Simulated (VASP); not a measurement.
# MnGa4 with optB86b-vdW: from relaxation to properties, part 6 of 8

Wanted: the relaxed cell of MnGa4 and its properties. The start is a computed cell from the Materials Project.

VASP 6.6.1, plane waves and PAW; the level of theory is named at each step.

Still holding for the runs below: The magnetic order is the lowest of the few collinear ones that converged above; longer or canted patterns were not tried. The cell is doubled for it, so bands and modes from the zone boundary of the chemical cell fold onto Γ and the labels are those of the larger cell.

So far. Step 8 (Band structure (optB86b-vdW)): There is no gap at this level. Step 9 (Density of states (optB86b-vdW)): The finer mesh and the other smearing move the Fermi level by +0.04 eV from the 7×7×7 run, a small shift, which tests the Fermi level alone. Of the states within 0.3 eV of the Fermi level, the largest shares in the PAW spheres are Mn d 40 % and Ga p 25 %. The rest lies in smaller channels or between the spheres. The relaxed cell has a = 5.544 Å (conventional setting).

## 10. Vibrations at Γ (optB86b-vdW)

Level of this step: optB86b-vdW, spin-polarised from an antiferromagnetic start; plane waves and PAW (Mn_pv, Ga_d) (VASP).

Zone-centre modes test whether the atoms sit at a minimum within this cell. IBRION = 6 takes the force constants from differences of forces between displaced cells, so the forces must be tight.

File INCAR:

```
SYSTEM = MnGa4
PREC = Accurate
ENCUT = 400
EDIFF = 1E-08
NELM = 100
ISMEAR = 1
SIGMA = 0.2
LREAL = .FALSE.
ALGO = Normal
GGA = MK
AGGAC = 0
LUSE_VDW = .TRUE.
PARAM1 = 0.1234
PARAM2 = 1
LASPH = .TRUE.
NBANDS = 85
ISPIN = 2
MAGMOM = 1.055 -1.055 0 0 0 0 0 0 0 0
LMAXMIX = 4
LORBIT = 11
LWAVE = .FALSE.
LCHARG = .FALSE.
KPAR = 8
IBRION = 6
NFREE = 2
POTIM = 0.015
ISIF = 2
NSW = 1
```

File POSCAR:

```
MnGa4
1.0
   -5.5437287800      5.5437287800      5.5437287800
    0.0000000000      0.0000000000      5.5437287800
    0.0000000000      5.5437287800      0.0000000000
Mn Ga
2 8
Direct
    0.0000000000      0.0000000000      0.0000000000
    0.5000000000      0.0000000000      0.0000000000
    0.7500000000      0.0000000000      0.5000000000
    0.2500000000      0.0000000000      0.5000000000
    0.7500000000      0.5000000000      0.0000000000
    0.2500000000      0.5000000000      0.0000000000
    0.2500000000      0.0000000000      0.0000000000
    0.7500000000      0.0000000000      0.0000000000
    0.7500000000      0.5000000000      0.5000000000
    0.2500000000      0.5000000000      0.5000000000
```

File KPOINTS:

```
Automatic mesh
0
Gamma
8 8 8
0 0 0
```

PAW data sets: Mn_pv and Ga_d (PBE family, release 64).

Run with:

```
> mpirun -np 8 vasp_std
```

What it wrote:

```text
[... set-up lines as in an earlier step ...]
 entering main loop
       N       E                     dE             d eps       ncg     rms          rms(c)
DAV:   1     0.134497054706E+04    0.13450E+04   -0.49852E+04 12817   0.249E+03
DAV:   2     0.235235443296E+03   -0.11097E+04   -0.10581E+04 11900   0.678E+02
DAV:   3     0.351630800433E+01   -0.23172E+03   -0.21842E+03 13347   0.217E+02
DAV:   4    -0.126427330267E+02   -0.16159E+02   -0.15832E+02 13869   0.605E+01
DAV:   5    -0.132061796353E+02   -0.56345E+00   -0.56199E+00 15003   0.122E+01    0.178E+01
DAV:   6    -0.190676287428E+02   -0.58614E+01   -0.31265E+01 12824   0.277E+01    0.306E+01
DAV:   7    -0.107596360894E+02    0.83080E+01   -0.20102E+01 12568   0.258E+01    0.708E+00
DAV:   8    -0.103709482565E+02    0.38869E+00   -0.18283E+00 13702   0.586E+00    0.264E+00
DAV:   9    -0.103721242905E+02   -0.11760E-02   -0.18529E-01 13952   0.194E+00    0.145E+00
DAV:  10    -0.103805522118E+02   -0.84279E-02   -0.43353E-02 14802   0.110E+00    0.561E-01
DAV:  11    -0.103851577317E+02   -0.46055E-02   -0.11659E-02 13660   0.611E-01    0.193E-01
DAV:  12    -0.103855064406E+02   -0.34871E-03   -0.23308E-03 14728   0.197E-01    0.971E-02
DAV:  13    -0.103855106531E+02   -0.42126E-05   -0.13641E-04 14890   0.573E-02    0.366E-02
DAV:  14    -0.103855238452E+02   -0.13192E-04   -0.32392E-05 14999   0.289E-02    0.153E-02
DAV:  15    -0.103855269843E+02   -0.31391E-05   -0.77543E-06 13619   0.129E-02    0.412E-03
DAV:  16    -0.103855266925E+02    0.29180E-06   -0.48582E-07 14909   0.270E-03    0.183E-03
DAV:  17    -0.103855265427E+02    0.14978E-06   -0.85768E-08 10432   0.131E-03    0.892E-04
DAV:  18    -0.103855265097E+02    0.33066E-07   -0.18109E-08  9591   0.608E-04    0.430E-04
DAV:  19    -0.103855264911E+02    0.18550E-07   -0.24225E-09  6843   0.290E-04    0.144E-04
DAV:  20    -0.103855264922E+02   -0.11169E-08   -0.14594E-09  6840   0.237E-04
   1 F= -.10385526E+02 E0= -.10392501E+02  d E =0.209237E-01  mag=    -0.0000
 Found     2 degrees of freedom:
 Finite differences POTIM= 0.01500 DOF=   2
 bond charge predicted
       N       E                     dE             d eps       ncg     rms          rms(c)
DAV:   1    -0.103513578355E+02    0.34169E-01   -0.11094E+00 42471   0.904E+00    0.564E-01
DAV:   2    -0.103830314475E+02   -0.31674E-01   -0.31256E-01 30546   0.151E+00    0.295E-01
DAV:   3    -0.103847279896E+02   -0.16965E-02   -0.12840E-02 31647   0.452E-01    0.421E-01
DAV:   4    -0.103839084365E+02    0.81955E-03   -0.16438E-03 28450   0.262E-01    0.182E-01
DAV:   5    -0.103838520725E+02    0.56364E-04   -0.20232E-04 41149   0.964E-02    0.155E-01
DAV:   6    -0.103837602306E+02    0.91842E-04   -0.12464E-04 37491   0.960E-02    0.110E-01
DAV:   7    -0.103836990915E+02    0.61139E-04   -0.74672E-05 38904   0.788E-02    0.303E-02
DAV:   8    -0.103836987120E+02    0.37945E-06   -0.45909E-05 30029   0.318E-02    0.918E-03
DAV:   9    -0.103836989284E+02   -0.21640E-06   -0.24991E-06 28794   0.110E-02    0.702E-03
DAV:  10    -0.103836990018E+02   -0.73356E-07   -0.36565E-07 30133   0.825E-03    0.186E-03
DAV:  11    -0.103836990068E+02   -0.49731E-08   -0.10088E-07 29395   0.452E-03    0.521E-04
DAV:  12    -0.103836990103E+02   -0.35834E-08   -0.41605E-08 24452   0.136E-03
   2 F= -.10383699E+02 E0= -.10390672E+02  d E =0.209199E-01  mag=    -0.0000
[...]
3 F= -.10383699E+02 E0= -.10390672E+02  d E =0.209197E-01  mag=    -0.0000
[...]
4 F= -.10384708E+02 E0= -.10391681E+02  d E =0.209176E-01  mag=    -0.0002
 Finite differences progress:
  Degree of freedom:   2/  2
  Displacement:        1/  2
  Total:               3/  4
 bond charge predicted
       N       E                     dE             d eps       ncg     rms          rms(c)
DAV:   1    -0.103798844311E+02    0.48237E-02   -0.20649E+00 51313   0.483E+00    0.193E-01
DAV:   2    -0.103922800376E+02   -0.12396E-01   -0.59638E-02 71116   0.144E+00    0.115E+00
DAV:   3    -0.103846825292E+02    0.75975E-02   -0.83045E-03 55689   0.673E-01    0.704E-02
DAV:   4    -0.103847126755E+02   -0.30146E-04   -0.51536E-04 75565   0.101E-01    0.415E-02
DAV:   5    -0.103847295471E+02   -0.16872E-04   -0.11196E-04 56521   0.631E-02    0.550E-02
DAV:   6    -0.103847083301E+02    0.21217E-04   -0.39320E-05 74137   0.467E-02    0.134E-02
DAV:   7    -0.103847079391E+02    0.39099E-06   -0.52078E-06 75759   0.148E-02    0.294E-03
DAV:   8    -0.103847081113E+02   -0.17215E-06   -0.87555E-07 60609   0.477E-03    0.176E-03
DAV:   9    -0.103847081927E+02   -0.81458E-07   -0.76812E-08 54315   0.478E-03    0.590E-04
DAV:  10    -0.103847081602E+02    0.32502E-07   -0.29019E-08 44900   0.195E-03    0.200E-04
DAV:  11    -0.103847081520E+02    0.82255E-08   -0.83924E-09 29265   0.823E-04
   5 F= -.10384708E+02 E0= -.10391681E+02  d E =0.209176E-01  mag=     0.0002
 Finite differences progress:
  Degree of freedom:   2/  2
  Displacement:        2/  2
  Total:               4/  4
```

The job ended after 20 min (8 MPI ranks of AMD EPYC 9R45, shared host; peak memory 25 GiB; 2.6 h of CPU time).

OUTCAR, selected parts (step 10):

```text
   k-points           NKPTS =     35   k-points in BZ     NKDIM =     35   number of bands    NBANDS=     85

   NELECT =     130.0000    total number of electrons

 E-fermi :   6.1696

 spin component 1
 k-point     1 :       0.0000    0.0000    0.0000
  band No.  band energies     occupation
    ...
     63       4.8218      1.00000
     64       4.8219      1.00000
     65       5.0556      1.00000
     66       5.0557      1.00000
     67       5.0559      1.00000
     68       6.4472     -0.03221
     69       6.4473     -0.03219
     70       7.6216     -0.00000
     71       7.6233     -0.00000
     72       7.6242     -0.00000
    ...

 k-point     2 :       0.1250    0.0000    0.0000
  band No.  band energies     occupation
    ...
     63       4.3640      1.00000
     64       4.8381      1.00000
     65       5.2966      1.00000
     66       5.2967      1.00000
     67       5.3278      1.00000
     68       6.4728     -0.02694
     69       6.4849     -0.02416
     70       7.5880     -0.00000
     71       7.8674     -0.00000
     72       7.8679     -0.00000
    ...

Total vdW correction in eV:     25.3834139

  Total        0.0064237      0.0053919      0.0053919      0.0008851     -0.0023496     -0.0008851
  in kB        0.0604075      0.0507043      0.0507043      0.0083229     -0.0220955     -0.0083231
  external PRESSURE =       0.0539387 kB  Pullay stress =       0.0000000 kB

 POSITION                                       TOTAL-FORCE (eV/Angst)
 -----------------------------------------------------------------------------------
      0.00000      0.00000      0.00000        -0.029327     -0.022096      0.022096
     -2.77186      2.77186      2.77186        -0.028539     -0.020894      0.020894
     -4.17280      6.92966      4.15780         0.109945      0.051032     -0.051032
     -1.38593      4.15780      1.38593        -0.003639     -0.001620      0.001620
     -4.15780      4.15780      6.92966         0.003230      0.000863     -0.000863
     -1.38593      1.38593      4.15780        -0.051339      0.002829     -0.002829
     -1.38593      1.38593      1.38593        -0.005421     -0.000856      0.004430
     -4.15780      4.15780      4.15780         0.005254     -0.002826      0.002003
     -4.15780      6.92966      6.92966         0.005254     -0.002003      0.002826
     -1.38593      4.15780      4.15780        -0.005421     -0.004430      0.000856
 -----------------------------------------------------------------------------------
    total drift:                               -0.000582      0.000022      0.000021

  FREE ENERGIE OF THE ION-ELECTRON SYSTEM (eV)
  ---------------------------------------------------
  free  energy   TOTEN  =       -10.3847081520 eV

  energy  without entropy=      -10.4056257456  energy(sigma->0) =      -10.39168068

Total vdW correction in eV:     25.3834161

 Eigenvectors and eigenvalues of the dynamical matrix
 ----------------------------------------------------

   1 f  =   10.238518 THz    64.330504 2PiTHz  341.520188 cm-1    42.343088 meV
             X         Y         Z           dx          dy          dz
      0.000000  0.000000  0.000000     0.031171    0.159189   -0.517308
     -2.771864  2.771864  2.771864     0.031171    0.159189   -0.517308
     -4.157797  6.929661  4.157797    -0.176749   -0.173017    0.162576
     -1.385932  4.157797  1.385932    -0.176749   -0.173017    0.162576
     -4.157797  4.157797  6.929661     0.162915   -0.157366    0.146926
     -1.385932  1.385932  4.157797     0.162915   -0.157366    0.146926
     -1.385932  1.385932  1.385932    -0.096821    0.102371    0.082649
     -4.157797  4.157797  4.157797    -0.096821    0.102371    0.082649
     -4.157797  6.929661  6.929661     0.082988    0.086720    0.066998
     -1.385932  4.157797  4.157797     0.082988    0.086720    0.066998

   2 f  =   10.238518 THz    64.330504 2PiTHz  341.520188 cm-1    42.343088 meV
[...]
-1.385932  4.157797  1.385932     0.000000    0.000000   -0.000000
     -4.157797  4.157797  6.929661    -0.000000   -0.000000   -0.000000
     -1.385932  1.385932  4.157797    -0.000000    0.000000   -0.000000
     -1.385932  1.385932  1.385932    -0.000000    0.000000    0.000000
     -4.157797  4.157797  4.157797     0.000000   -0.000000   -0.000000
     -4.157797  6.929661  6.929661     0.000000    0.000000    0.000000
     -1.385932  4.157797  4.157797    -0.000000   -0.000000   -0.000000

   7 f  =    8.476417 THz    53.258899 2PiTHz  282.742837 cm-1    35.055628 meV
             X         Y         Z           dx          dy          dz
      0.000000  0.000000  0.000000     0.000000    0.000000    0.000000
     -2.771864  2.771864  2.771864    -0.000000   -0.000000    0.000000
     -4.157797  6.929661  4.157797     0.204124    0.204124   -0.204124
     -1.385932  4.157797  1.385932    -0.204124   -0.204124    0.204124
     -4.157797  4.157797  6.929661     0.204124   -0.204124    0.204124
     -1.385932  1.385932  4.157797    -0.204124    0.204124   -0.204124
     -1.385932  1.385932  1.385932    -0.204124    0.204124    0.204124
     -4.157797  4.157797  4.157797     0.204124   -0.204124   -0.204124
     -4.157797  6.929661  6.929661     0.204124    0.204124    0.204124
     -1.385932  4.157797  4.157797    -0.204124   -0.204124   -0.204124

   8 f  =    6.865577 THz    43.137690 2PiTHz  229.010986 cm-1    28.393731 meV
             X         Y         Z           dx          dy          dz
      0.000000  0.000000  0.000000    -0.000000    0.000000   -0.000000
     -2.771864  2.771864  2.771864    -0.000000    0.000000   -0.000000
     -4.157797  6.929661  4.157797    -0.095831    0.082871    0.004441
     -1.385932  4.157797  1.385932     0.095831   -0.082871   -0.004441
     -4.157797  4.157797  6.929661    -0.307885    0.304023   -0.216711
     -1.385932  1.385932  4.157797     0.307885   -0.304023    0.216711
     -1.385932  1.385932  1.385932    -0.307624    0.303761    0.216234
     -4.157797  4.157797  4.157797     0.307624   -0.303761   -0.216234
     -4.157797  6.929661  6.929661     0.096092   -0.082610    0.004918
     -1.385932  4.157797  4.157797    -0.096092    0.082610   -0.004918

   9 f  =    6.865577 THz    43.137690 2PiTHz  229.010986 cm-1    28.393731 meV
             X         Y         Z           dx          dy          dz
      0.000000  0.000000  0.000000    -0.000000   -0.000000    0.000000
     -2.771864  2.771864  2.771864    -0.000000    0.000000    0.000000
     -4.157797  6.929661  4.157797     0.080146    0.082765    0.072711
     -1.385932  4.157797  1.385932    -0.080146   -0.082765   -0.072711
     -4.157797  4.157797  6.929661     0.170037   -0.054283    0.209759
     -1.385932  1.385932  4.157797    -0.170037    0.054283   -0.209759
     -1.385932  1.385932  1.385932    -0.063246    0.179000    0.216103
     -4.157797  4.157797  4.157797     0.063246   -0.179000   -0.216103
     -4.157797  6.929661  6.929661    -0.313429   -0.316048   -0.353151
     -1.385932  4.157797  4.157797     0.313429    0.316048    0.353151
    [... 270 further lines ...]
     -4.157797  4.157797  4.157797     0.308498   -0.088102   -0.039455
     -4.157797  6.929661  6.929661     0.308341   -0.087723   -0.039075
     -1.385932  4.157797  4.157797     0.308341   -0.087723   -0.039075

 ELASTIC MODULI CONTR FROM IONIC RELAXATION (kBar)
 Direction    XX          YY          ZZ          XY          YZ          ZX
 --------------------------------------------------------------------------------
 XX           0.0000      0.0000      0.0000      0.0000      0.0000      0.0000
 YY           0.0000      0.0000      0.0000      0.0000      0.0000      0.0000
 ZZ           0.0000      0.0000      0.0000      0.0000      0.0000      0.0000
 XY           0.0000      0.0000      0.0000      0.0000      0.0000      0.0000
 YZ           0.0000      0.0000      0.0000      0.0000      0.0000      0.0000
 ZX           0.0000      0.0000      0.0000      0.0000      0.0000      0.0000
 --------------------------------------------------------------------------------

 magnetization (x)
# of ion       s       p       d       tot
------------------------------------------
    1        0.011   0.017   1.074   1.103
    2       -0.011  -0.017  -1.074  -1.103
    3        0.000   0.000   0.000   0.000
    4        0.000   0.000   0.000   0.000
    5        0.000   0.000   0.000   0.000
    6        0.000   0.000   0.000   0.000
    7        0.000   0.000   0.000   0.000
    8        0.000   0.000   0.000   0.000
    9        0.000   0.000   0.000   0.000
   10        0.000   0.000   0.000   0.000
--------------------------------------------------
tot          0.000   0.000   0.000   0.000

[... 6 parts as in an earlier step ...]

[... 15 further parts left out ...]
```

CONTCAR:

```
MnGa4
   1.00000000000000
    -5.5437287800000004    5.5437287800000004    5.5437287800000004
     0.0000000000000000    0.0000000000000000    5.5437287800000004
     0.0000000000000000    5.5437287800000004    0.0000000000000000
  Mn              Ga
     2     8
Direct
     0.0000000000000000    0.0000000000000000    0.0000000000000000
     0.5000000000000000    0.0000000000000000    0.0000000000000000
     0.7527057600750805   -0.0027057600750806    0.4972942399249193
     0.2500000000000000    0.0000000000000000    0.5000000000000000
     0.7500000000000000    0.5000000000000000    0.0000000000000000
     0.2500000000000000    0.5000000000000000    0.0000000000000000
     0.2500000000000000    0.0000000000000000    0.0000000000000000
     0.7500000000000000    0.0000000000000000    0.0000000000000000
     0.7500000000000000    0.5000000000000000    0.5000000000000000
     0.2500000000000000    0.5000000000000000    0.5000000000000000
```

The last energy, forces, stress and levels in OUTCAR belong to the last displaced cell, not to the cell of POSCAR.

Numbers from this step:

```yaml
bands: 85
irreducible_k_points: 35
pressure_of_the_cell: 0.003943 GPa
largest_force_of_the_cell: 0 eV/Å
```

Modes at Γ, with each element's share of the kinetic energy:

```csv
mode,frequency (cm⁻¹),Mn %,Ga %
1,-0.2,16,84
2,-0.2,16,84
3,-0.2,16,84
4,45.0,0,100
5,45.0,0,100
6,45.0,0,100
7,50.9,0,100
8,50.9,0,100
9,119.6,0,100
10,119.6,0,100
11,119.6,0,100
12,153.9,0,100
13,153.9,0,100
14,153.9,0,100
15,176.8,25,75
16,176.8,25,75
17,176.8,25,75
18,184.2,0,100
19,184.2,0,100
20,201.0,0,100
21,229.0,0,100
22,229.0,0,100
23,229.0,0,100
24,282.7,0,100
25,291.2,100,0
26,291.2,100,0
27,291.2,100,0
28,341.5,59,41
29,341.5,59,41
30,341.5,59,41
```

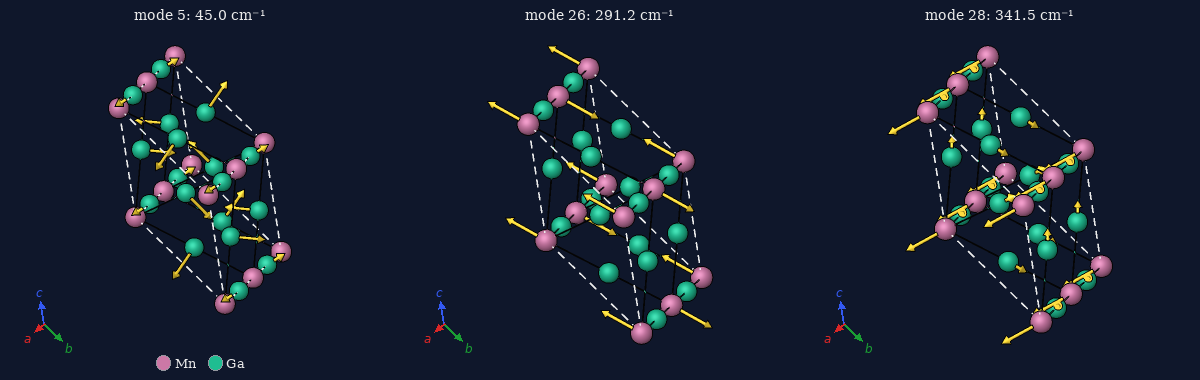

Displacement patterns of modes 5, 26 and 28 at Γ; arrows are exaggerated. Some periodic images of atoms are drawn too.

The three acoustic modes lie within 0.2 cm⁻¹ of zero, and all others are real.

(Continued in part 7 of 8.)

[Lines on the potential files, build, host, timing and source positions are cut from VASP's logs without a mark.]

[Logs are printed without paths, hosts, clocks, repeated set-up lines and the standing remarks that a program may print on its own settings, such as how far it seeks lower states.]

[Hosts, paths, dates, database ids (printed as entryN), source tags and the programs' standing remarks are cut or masked in the printed files.]

[A measured line is paired with the nearest computed mode of its activity, which favours agreement.]
